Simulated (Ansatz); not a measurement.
# Transmission past a defect: InAs wire along [110], 2 atoms a period, H-terminated, Mn in place of one edge or surface As

Aim: how much does this defect scatter, and at which energies?

Main program and level: Ansatz 0.2.0; DFT PBE, plane waves, PAW; relaxation of a wire's period, in the first sound run; inputs show where later runs differ.

### Step 1. Set-up

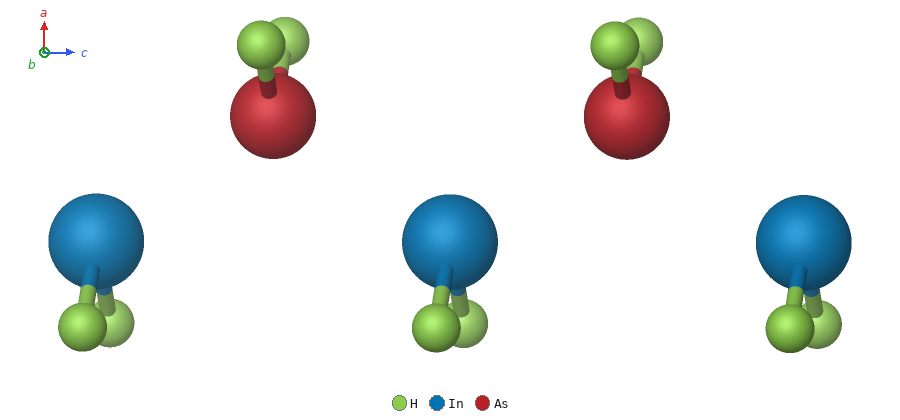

The cell as given, from the side, with the c axis across the page (hydrogen green, indium blue, arsenic red). 1×1×2 cells are drawn. Some periodic images of atoms are drawn too.

The cell holds 6 atoms: 4 H, 1 In and 1 As. Its edges and angles: a = 10.270 Å, b = 9.707 Å, c = 4.377 Å, α = 90.0°, β = 90.0°, γ = 90.0°. Vacuum lies along a and b. The structure's axis is c.

### Step 2. The relaxed wire

Band widths follow the bond lengths, so the wire is relaxed first. The atoms and the third cell vector are free; the box across stays fixed as vacuum. A Fermi-Dirac smearing is set since the result may be a metal. The pressure printed is a third of the stress's trace over the whole box, vacuum included; only the stress along the axis is relaxed.

Contents of input.yaml:

```yaml
crystal:
  lattice:
    - [10.27, 0.0, 0.0]
    - [0.0, 9.707, 0.0]
    - [0.0, 0.0, 4.3769909755]
  atoms:
    - { symbol: H, position: [0.331061344, 0.649709264, 0.0] }
    - { symbol: In, position: [0.431127895, 0.499985981, 0.0] }
    - { symbol: As, position: [0.581809492, 0.499985981, 0.5] }
    - { symbol: H, position: [0.668946095, 0.369608964, 0.5] }
    - { symbol: H, position: [0.668946095, 0.630362997, 0.5] }
    - { symbol: H, position: [0.331061344, 0.350262697, 0.0] }
kpoints:
  mp_grid: { grid: [1, 1, 19] }
scf:
  occupations: { method: fermi_dirac, width: 0.05 }
hamiltonian:
  xc: pbe
relax:
  cell: { fix: [a, b, alpha, beta, gamma] }
  max_steps: 60
```

Run with:

```
ansatz run input.yaml --threads 4 --pin off --max-ram 16384MiB --backend cpu --events-out ev --progress --plain --runs-dir out
```

Numbers of over 12 decimals in the logs are rounded to 6 here.

Log:

```text
Engine: ansatz 0.2.0, aarch64-unknown-linux-gnu
Pseudopotentials: kind: paw
Pseudopotential: H, paw, valence charge 1, recommended cutoff 420 eV (normal), H.paw.azcp
Pseudopotential: In, paw, valence charge 13, recommended cutoff 420 eV (normal), In.paw.azcp
Pseudopotential: As, paw, valence charge 15, recommended cutoff 420 eV (normal), As.paw.azcp
Functional definition: PBE
  parameter kappa = 0.804
  parameter beta = 0.066725
  exchange = pbe_x(kappa = kappa, mu = beta*pi^2/3)
  correlation = pbe_c(beta = beta)
Crystal: 6 atoms, lattice volume = 436.346 Å³
Basis set: ecut = 420 eV, 8549 PW (Γ), exchange–correlation on 144×144×60 points (8 copies of the dense FFT grid, shifted against one another)
Bands: 22, of which v1, the nominal top of the filled ones, is band 16 counted from 1 (15 counted from 0)
Symmetry: 4 space group operations
Space group: Pmm2 (ITA 25), of the structure as read, at distance tolerance 7.6e-5 Å
k-points: 10 of 19
Non-local potential: H, projectors of the file, l = 0: 2, l = 1: 1
Non-local potential: In, projectors of the file, l = 0: 2, l = 1: 2, l = 2: 2, l = 3: 2
Non-local potential: As, projectors of the file, l = 0: 2, l = 1: 2, l = 2: 3, l = 3: 1
PAW form: soft (Blöchl's): semilocal exchange-correlation on the pseudo side does not see the compensation charge
PAW one-centre angular grid: H, 110 points (default); XC on 64 Gauss nodes
PAW one-centre angular grid: In, 590 points (default); XC on 64 Gauss nodes
PAW one-centre angular grid: As, 590 points (default); XC on 64 Gauss nodes
Initial density: superposition of atomic densities (neutral atoms: chi_scale 0, normalization atom), corrected by the library's trained network
Initial wavefunctions: pseudopotential atomic-orbital guess
Functional: x = pbe(κ = 0.804, μ = 0.219515), c = pbe(β = 0.066725)
SCF iter   1: F=—  HF=-10516.187507 eV  |F-HF|=—  |Δ(HF+E_count)|=         —  Δρ=2.20e-3  dr2=7.73e-2  ethr=1.77e-3  ⟨swp⟩=7.1  Hψ=1286  notcnv=0
preconditioner: auto → Resta (q_TF=auto, 1.765 Å⁻¹)  ε∞=1.4  [insulator: Δε(μ)=3.163 eV  Ē_g=13.120 eV  σ=0.050 eV  W_gap=1.00  n_scr=38 (ndim 8)  ℏωp=8.3 eV  f_vac=0.712  D(μ)=0.00/eV (n_scr^D=0)  ε∞_Penn≈1.4  vacuum switching on, ρ_ref=1.2e-2 e/Å³]
SCF iter   2: F=—  HF=-10516.167517 eV  |F-HF|=—  |Δ(HF+E_count)|=   2.00e-2  Δρ=7.58e-4  dr2=4.68e-3  ethr=2.42e-4  ⟨swp⟩=3.0  Hψ=426  notcnv=0  defer=12
SCF iter   3: F=—  HF=-10516.168031 eV  |F-HF|=—  |Δ(HF+E_count)|=   5.14e-4  Δρ=3.48e-4  dr2=8.54e-4  ethr=1.46e-5  ⟨swp⟩=3.0  Hψ=402  notcnv=0  defer=12
SCF iter   4: F=—  HF=-10516.168773 eV  |F-HF|=—  |Δ(HF+E_count)|=   7.42e-4  Δρ=8.74e-5  dr2=6.59e-5  ethr=2.67e-6  ⟨swp⟩=2.1  Hψ=278  notcnv=0  defer=12
SCF iter   5: F=—  HF=-10516.168890 eV  |F-HF|=—  |Δ(HF+E_count)|=   1.17e-4  Δρ=2.15e-5  dr2=2.39e-6  ethr=2.06e-7  ⟨swp⟩=2.0  Hψ=413  notcnv=0  defer=12
SCF iter   6: F=—  HF=-10516.168893 eV  |F-HF|=—  |Δ(HF+E_count)|=   2.25e-6  Δρ=5.78e-6  dr2=1.19e-7  ethr=7.46e-9  ⟨swp⟩=3.0  Hψ=320  notcnv=0  defer=12
SCF iter   7: F=-10516.168893 eV  HF=-10516.168893 eV  |F-HF|=4.78e-9  |Δ(HF+E_count)|=   1.46e-7  Δρ=1.38e-6  dr2=9.20e-9  ethr=3.13e-10  ⟨swp⟩=4.2  Hψ=692  notcnv=0
SCF 1 converged in 7 iterations: F = -10516.168893 eV  dr2 = 9.20e-9
  greatest PAW one-centre occupation: 0.999 electrons in one spin orbital (limit 2), on the As atom at site 2 (counted from 0), in its partial waves of l = 2
relax step   1: F+E_penalty+E_count = -10516.16889284 eV  Δ(F+E_penalty+E_count) = +0.000e0 eV  max|allowed force component| = 9.286e-1 eV/Å  Δτ_max = 0.0000 Å  P = -0.336 GPa  Ω = 436.346 Å³  fix = [a, b, alpha, beta, gamma]  reactions: a -0.354, b -0.829 GPa  (7 SCF iters, dr2 threshold 1.00e-7 eV, accepted)
Crystal: 6 atoms, lattice volume = 438.153 Å³
Basis set: ecut = 420 eV, 8585 PW (Γ), exchange–correlation on 144×144×60 points (8 copies of the dense FFT grid, shifted against one another)
Initial density: handed on by an earlier stage of this run
Initial wavefunctions: those handed on with the density
iter 1 solved again at ethr=7.86e-4 eV; its pass at ethr=3.10e-3 eV (dr2=2.52e-1 eV) is discarded
SCF iter   1: F=—  HF=-10516.402853 eV  |F-HF|=—  |Δ(HF+E_count)|=         —  Δρ=7.07e-3  dr2=2.53e-1  ethr=7.86e-4  ⟨swp⟩=1.0  Hψ=1426  notcnv=0
preconditioner: auto → Resta (q_TF=auto, 1.764 Å⁻¹)  ε∞=1.4  [insulator: Δε(μ)=3.521 eV  Ē_g=13.126 eV  σ=0.050 eV  W_gap=1.00  n_scr=38 (ndim 8)  ℏωp=8.3 eV  f_vac=0.717  D(μ)=0.00/eV (n_scr^D=0)  ε∞_Penn≈1.4  vacuum switching on, ρ_ref=1.2e-2 e/Å³]
SCF iter   2: F=—  HF=-10516.342011 eV  |F-HF|=—  |Δ(HF+E_count)|=   6.08e-2  Δρ=3.65e-3  dr2=3.08e-2  ethr=7.86e-4  ⟨swp⟩=3.2  Hψ=387  notcnv=0
SCF iter   3: F=—  HF=-10516.339926 eV  |F-HF|=—  |Δ(HF+E_count)|=   2.09e-3  Δρ=1.26e-3  dr2=3.92e-3  ethr=9.63e-5  ⟨swp⟩=3.0  Hψ=500  notcnv=0  defer=18
SCF iter   4: F=—  HF=-10516.340262 eV  |F-HF|=—  |Δ(HF+E_count)|=   3.35e-4  Δρ=1.86e-4  dr2=1.19e-4  ethr=1.23e-5  ⟨swp⟩=2.5  Hψ=307  notcnv=0  defer=18
SCF iter   5: F=—  HF=-10516.340316 eV  |F-HF|=—  |Δ(HF+E_count)|=   5.48e-5  Δρ=4.71e-5  dr2=1.03e-5  ethr=3.71e-7  ⟨swp⟩=2.0  Hψ=362  notcnv=0  defer=18
SCF iter   6: F=-10516.340318 eV  HF=-10516.340318 eV  |F-HF|=8.99e-9  |Δ(HF+E_count)|=   1.41e-6  Δρ=8.93e-6  dr2=3.98e-7  ethr=1.87e-9  ⟨swp⟩=3.2  Hψ=864  notcnv=0
SCF 2 converged in 6 iterations: F = -10516.340318 eV  dr2 = 3.98e-7
relax step   2: F+E_penalty+E_count = -10516.34031775 eV  Δ(F+E_penalty+E_count) = -1.714e-1 eV  max|allowed force component| = 8.496e-1 eV/Å  Δτ_max = 0.1951 Å  P = -0.129 GPa  Ω = 438.153 Å³  energy of the carried Pulay correction = -2.344e-4 eV  fix = [a, b, alpha, beta, gamma]  reactions: a -0.394, b -0.304 GPa  (6 SCF iters, dr2 threshold 6.00e-7 eV, accepted)
Crystal: 6 atoms, lattice volume = 442.709 Å³
Basis set: ecut = 420 eV, 8649 PW (Γ), exchange–correlation on 144×144×60 points (8 copies of the dense FFT grid, shifted against one another)
iter 1 solved again at ethr=6.94e-5 eV; its pass at ethr=3.10e-3 eV (dr2=2.22e-2 eV) is discarded
SCF iter   1: F=—  HF=-10516.385740 eV  |F-HF|=—  |Δ(HF+E_count)|=         —  Δρ=2.44e-3  dr2=2.26e-2  ethr=6.94e-5  ⟨swp⟩=1.1  Hψ=1315  notcnv=0
preconditioner: auto → Resta (q_TF=auto, 1.761 Å⁻¹)  ε∞=1.4  [insulator: Δε(μ)=3.387 eV  Ē_g=13.303 eV  σ=0.050 eV  W_gap=1.00  n_scr=38 (ndim 8)  ℏωp=8.3 eV  f_vac=0.722  D(μ)=0.00/eV (n_scr^D=0)  ε∞_Penn≈1.4  vacuum switching on, ρ_ref=1.3e-2 e/Å³]
SCF iter   2: F=—  HF=-10516.381297 eV  |F-HF|=—  |Δ(HF+E_count)|=   4.44e-3  Δρ=1.21e-3  dr2=3.25e-3  ethr=6.94e-5  ⟨swp⟩=2.1  Hψ=318  notcnv=0
SCF iter   3: F=—  HF=-10516.381195 eV  |F-HF|=—  |Δ(HF+E_count)|=   1.02e-4  Δρ=3.37e-4  dr2=3.87e-4  ethr=1.02e-5  ⟨swp⟩=3.0  Hψ=346  notcnv=0
SCF iter   4: F=—  HF=-10516.381208 eV  |F-HF|=—  |Δ(HF+E_count)|=   1.33e-5  Δρ=4.62e-5  dr2=9.74e-6  ethr=1.21e-6  ⟨swp⟩=2.0  Hψ=269  notcnv=0
SCF iter   5: F=—  HF=-10516.381212 eV  |F-HF|=—  |Δ(HF+E_count)|=   3.04e-6  Δρ=1.44e-5  dr2=1.36e-6  ethr=3.04e-8  ⟨swp⟩=2.0  Hψ=380  notcnv=0
SCF iter   6: F=-10516.381211 eV  HF=-10516.381211 eV  |F-HF|=4.24e-9  |Δ(HF+E_count)|=   3.18e-7  Δρ=2.57e-6  dr2=2.34e-8  ethr=1.87e-9  ⟨swp⟩=5.1  Hψ=763  notcnv=0
SCF 3 converged in 6 iterations: F = -10516.381211 eV  dr2 = 2.34e-8
relax step   3: F+E_penalty+E_count = -10516.38121121 eV  Δ(F+E_penalty+E_count) = -4.089e-2 eV  max|allowed force component| = 1.232e-1 eV/Å  Δτ_max = 0.0685 Å  P = +0.158 GPa  Ω = 442.709 Å³  energy of the carried Pulay correction = -8.212e-4 eV  fix = [a, b, alpha, beta, gamma]  reactions: a +0.084, b +0.175 GPa  (6 SCF iters, dr2 threshold 6.00e-7 eV, accepted)
[...]
relax step   4: F+E_penalty+E_count = -10516.38506958 eV  Δ(F+E_penalty+E_count) = -3.858e-3 eV  max|allowed force component| = 9.962e-2 eV/Å  Δτ_max = 0.0136 Å  P = +0.031 GPa  Ω = 445.444 Å³  energy of the carried Pulay correction = -1.171e-3 eV  fix = [a, b, alpha, beta, gamma]  reactions: a -0.025, b +0.043 GPa  (5 SCF iters, dr2 threshold 6.00e-7 eV, accepted)
[...]
relax step   5: F+E_penalty+E_count = -10516.38680610 eV  Δ(F+E_penalty+E_count) = -1.737e-3 eV  max|allowed force component| = 2.947e-2 eV/Å  Δτ_max = 0.0175 Å  P = +0.003 GPa  Ω = 448.859 Å³  energy of the carried Pulay correction = -1.604e-3 eV  fix = [a, b, alpha, beta, gamma]  reactions: a -0.012, b -0.026 GPa  (5 SCF iters, dr2 threshold 6.00e-7 eV, accepted)
[...]
relax step   6: F+E_penalty+E_count = -10516.38706915 eV  Δ(F+E_penalty+E_count) = -2.631e-4 eV  max|allowed force component| = 1.277e-2 eV/Å  Δτ_max = 0.0066 Å  P = -0.002 GPa  Ω = 451.299 Å³  energy of the carried Pulay correction = -1.911e-3 eV  fix = [a, b, alpha, beta, gamma]  reactions: a -0.009, b -0.006 GPa  (5 SCF iters, dr2 threshold 5.43e-8 eV, accepted)
[...]
relax step   7: F+E_penalty+E_count = -10516.38705218 eV  Δ(F+E_penalty+E_count) = +1.697e-5 eV  max|allowed force component| = 1.987e-4 eV/Å  Δτ_max = 0.0013 Å  P = +0.001 GPa  Ω = 451.672 Å³  energy of the carried Pulay correction = -1.958e-3 eV  fix = [a, b, alpha, beta, gamma]  reactions: a -0.008, b +0.009 GPa  (4 SCF iters, dr2 threshold 1.02e-8 eV, accepted)
Basis set: ecut = 420 eV, 8845 PW (Γ), exchange–correlation on 144×144×64 points (8 copies of the dense FFT grid, shifted against one another)
Initial wavefunctions: pseudopotential atomic-orbital guess (no wavefunctions were taken with the density)
iter 1 solved again at ethr=5.61e-8 eV; its pass at ethr=3.10e-3 eV (dr2=1.79e-5 eV) is discarded
SCF iter   1: F=—  HF=-10516.387507 eV  |F-HF|=—  |Δ(HF+E_count)|=         —  Δρ=8.24e-5  dr2=1.85e-6  ethr=5.61e-8  ⟨swp⟩=3.4  Hψ=1838  notcnv=0
SCF iter   2: F=—  HF=-10516.388887 eV  |F-HF|=—  |Δ(HF+E_count)|=   1.38e-3  Δρ=4.13e-5  dr2=4.34e-7  ethr=5.78e-9  ⟨swp⟩=3.0  Hψ=431  notcnv=0
SCF iter   3: F=—  HF=-10516.389537 eV  |F-HF|=—  |Δ(HF+E_count)|=   6.50e-4  Δρ=6.00e-6  dr2=4.20e-8  ethr=1.36e-9  ⟨swp⟩=2.9  Hψ=326  notcnv=0
SCF iter   4: F=—  HF=-10516.389553 eV  |F-HF|=—  |Δ(HF+E_count)|=   1.65e-5  Δρ=1.09e-6  dr2=3.34e-9  ethr=1.31e-10  ⟨swp⟩=2.3  Hψ=383  notcnv=0
SCF iter   5: F=—  HF=-10516.389554 eV  |F-HF|=—  |Δ(HF+E_count)|=   6.75e-7  Δρ=2.60e-7  dr2=3.04e-10  ethr=1.04e-11  ⟨swp⟩=2.1  Hψ=281  notcnv=0
SCF iter   6: F=-10516.389554 eV  HF=-10516.389554 eV  |F-HF|=4.12e-9  |Δ(HF+E_count)|=   5.91e-9  Δρ=7.31e-8  dr2=1.76e-11  ethr=1.00e-12  ⟨swp⟩=5.0  Hψ=740  notcnv=0
SCF 8 converged in 6 iterations: F = -10516.389554 eV  dr2 = 1.76e-11
relax step   8: F+E_penalty+E_count = -10516.38955385 eV  Δ(F+E_penalty+E_count) = -2.502e-3 eV  max|allowed force component| = 1.063e-3 eV/Å  Δτ_max = 0.0000 Å  P = +0.005 GPa  Ω = 451.672 Å³  fix = [a, b, alpha, beta, gamma]  reactions: a -0.007, b +0.009 GPa  stress off target by 1.08e-2 GPa on what of the cell is left free  SCF on the basis re-selected at this cell (its energy is not comparable with the rows above)  (6 SCF iters)
basis re-selected at this cell: Δ(F+E_penalty+E_count) = -2.502e-3 eV, ΔP = +0.004 GPa vs the last step (what re-selecting the basis moved, of the pressure what is left beyond the Pulay correction that the steps carried, after the strain that the cell walked since its last selection, with what the two solves' SCF thresholds leave and, on support functions, any second-order correction that the steps lacked; it is no measure of the basis error at this ecutwfc). The dense FFT grid was sized anew with the basis: this SCF ran on 72×72×32 points, the steps before it on 72×72×30, so part of this shift can come from that change (see relax.cell in the input reference). [rest of the remark cut]
SCF converged after 6 iterations
Free energy (F): -10516.389554 eV
Harris-Foulkes:  -10516.389554 eV  (|F-HF|=4.12e-9)
Internal energy: -10516.389554 eV  (E = F + TS)
E sigma→0 (E₀):  -10516.389554 eV
Fermi energy:    -2.625224 eV
--- Per-component energies (eV) ---
  E_band       = -648.772148
  E_kinetic    = 396.689414
  E_local      = -8171.008519  (includes V_loc(G=0)·N_el)
  E_nonlocal   = -297.136501
  E_hartree    = 3859.865805
  E_xc         = -327.752256
  E_vxc        = -221.261129  (∫ρ·V_xc dr)
  E_paw        = -5993.278566  (= ΣΔE_a)
  E_vpaw       = -75.782369  (= ΣTr[D̂ρ^β])
  E_aug_tail   = -0.004566  (compensation charges beyond the density's cutoff)
  E_ewald      = 16.235635
  E_smearing   = -0.000000  (= −TS)
  E_closure    = -0.000000  (closes the sum)
  Σ components = -10516.389554   (vs F -10516.389554, Δ=0.00e0)
--- Forces (eV/Å), atoms counted from 1 ---
  atom   1  H      0.00026950    -0.00046333    -0.00000000
  atom   2  In    -0.00038093     0.00000000     0.00000000
  atom   3  As     0.00106295     0.00000000    -0.00000000
  atom   4  H     -0.00061003     0.00065828     0.00000000
  atom   5  H     -0.00061003    -0.00065828     0.00000000
  atom   6  H      0.00026950     0.00046333    -0.00000000
  max |Σ_I F_I| component: 9.80e-7 eV/Å
--- Stress (GPa, compression-positive) ---
       -0.006597      -0.000000      -0.000000
       -0.000000       0.009287      -0.000000
       -0.000000      -0.000000       0.010826
  P = ⅓ Tr σ = 0.0045 GPa (0.045 kbar)
--- Relaxed structure (7 steps of the walk, 7 accepted, 1 SCFs on fresh bases) ---
  F+E_penalty+E_count = -10516.38955385 eV   max|allowed force component| = 1.063e-3 eV/Å   (the final SCF, on the basis selected at the relaxed cell)
  cell:  # Å, volume = 451.6716 Å³
    - [10.27, 0.0, 0.0]
    - [0.0, 9.707, 0.0]
    - [0.0, 0.0, 4.530720]
  atoms:
    - { symbol: H, position: [0.347769, 0.660773, 0.0] }
    - { symbol: In, position: [0.420752, 0.499986, 0.0] }
    - { symbol: As, position: [0.566916, 0.499986, 0.500000] }
    - { symbol: H, position: [0.664874, 0.382971, 0.500000] }
    - { symbol: H, position: [0.664874, 0.617001, 0.500000] }
    - { symbol: H, position: [0.347769, 0.339199, 0.0] }
```

Run time: 14 s. Hardware: 4 threads of Arm Neoverse V2, shared host; peak memory 0.69 GiB; 52 s of CPU time.

Step by step:

```csv
step,energy less that of the first step (eV),largest force component (eV/Å),pressure (GPa),volume (Å³)
1,0.0000,0.9286,-0.34,436.35
2,-0.1714,0.8496,-0.13,438.15
3,-0.2123,0.1232,0.16,442.71
4,-0.2162,0.0996,0.03,445.44
5,-0.2179,0.0295,0.00,448.86
6,-0.2182,0.0128,0.00,451.30
7,-0.2182,0.0002,0.00,451.67
8*,-0.2207,0.0011,0.00,451.67
```

Relaxation steps marked * repeat the geometry before them on a plane-wave basis chosen anew for their cell, so energy and pressure can jump there.

Forces are held to the 4 operations that the run works with; a distortion that breaks them can't arise in this run.

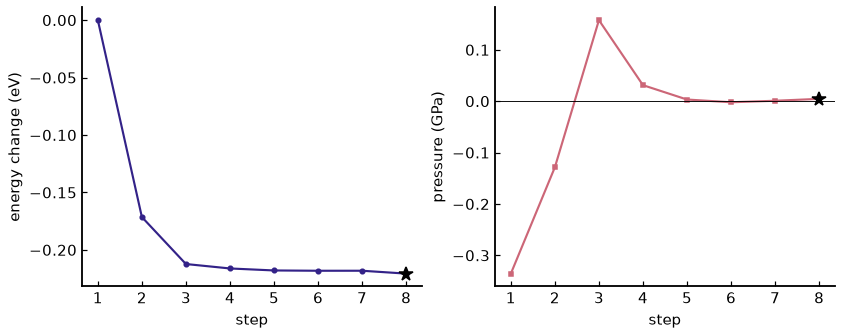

Energy and pressure along the relaxation. Stars mark steps on a basis chosen anew.

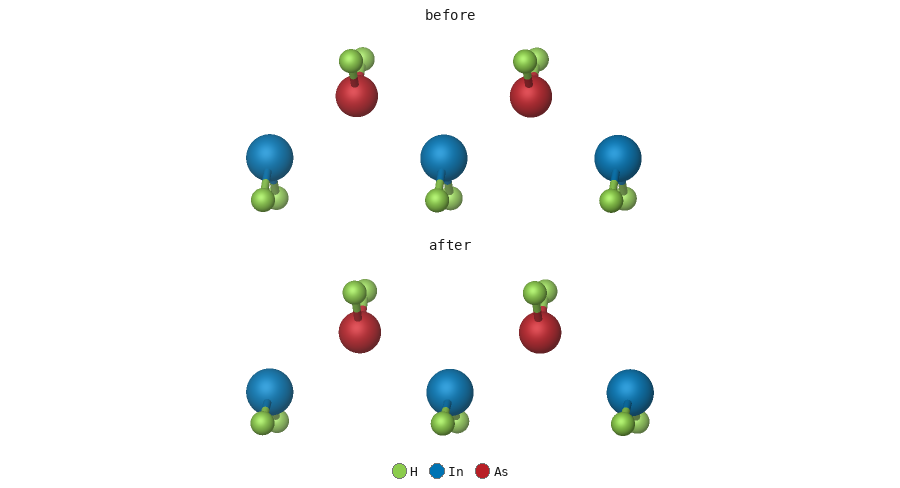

Before and after, at one scale.

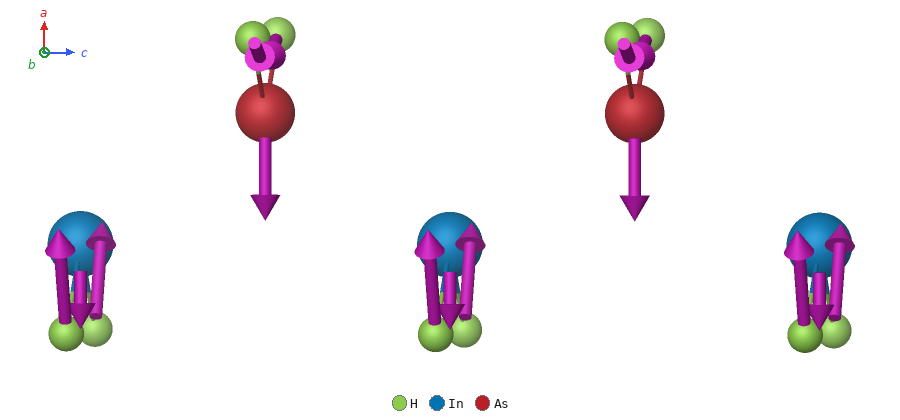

Displacements in the relaxation, exaggerated, measured against the changing cell; the longest in the cell stands for 0.20 Å. 1×1×2 cells are drawn. Some periodic images of atoms are drawn too.

```csv
cell as run,before,after,change
c (Å),4.377,4.531,+3.5 %
```

The atoms that moved most (Å, along periodic axes as changes of fractional coordinates times the final cell, across vacuum about the mean position):

```csv
atom,dx,dy,dz,length
H1,0.172,0.107,0.000,0.202
H6,0.172,-0.107,0.000,0.202
As3,-0.153,0.000,0.000,0.153
H4,-0.042,0.130,0.000,0.136
H5,-0.042,-0.130,0.000,0.136
In2,-0.107,0.000,0.000,0.107
```

The relaxed structure:

```xyz
6
Lattice="10.2700 0.0000 0.0000 0.0000 9.7070 0.0000 0.0000 0.0000 4.5307" Properties=species:S:1:pos:R:3
H     3.5716    6.4141    0.0000
In    4.3211    4.8534    0.0000
As    5.8222    4.8534    2.2654
H     6.8283    3.7175    2.2654
H     6.8283    5.9892    2.2654
H     3.5716    3.2926    0.0000
```

Numbers from this step:

```yaml
cell_length_along_the_wire: 4.531 Å
```

The cell's length comes to 4.531 Å with spin left out.

(Part 1 of 4 ends here.)

[Logs are printed without paths, hosts, clocks, repeated set-up lines and the standing remarks that a program may print on its own settings, such as how far it seeks lower states.]

[Hosts, paths, dates, database ids (printed as entryN), source tags and the programs' standing remarks are cut or masked in the printed files.]
